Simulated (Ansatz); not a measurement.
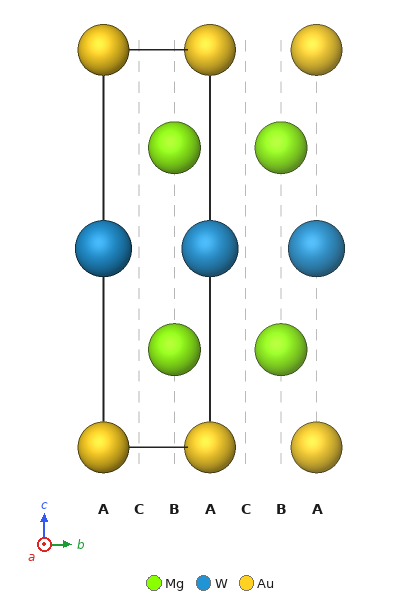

Projection along an edge of the hexagonal mesh, stacking direction c upwards. The dashed lines mark the three columns A (0, 0), B (1/3, 2/3) and C (2/3, 1/3). The sequence starts with the first layer at or above the cell's origin.

Mg₂WAu: the end point of a relaxation with DFT PBE, scalar-relativistic, plane waves, PAW in Ansatz 0.2.0; the starting structure was generated, so it need not be a known form of this composition.

Read off the stacking sequence over one period.

Au(A) – Mg(B) – W(A) – Mg(B) (four layers in 9.47 Å).

Taking all atoms as equal spheres, what packing is it?

As equal spheres, ABAB: hexagonal close packing.
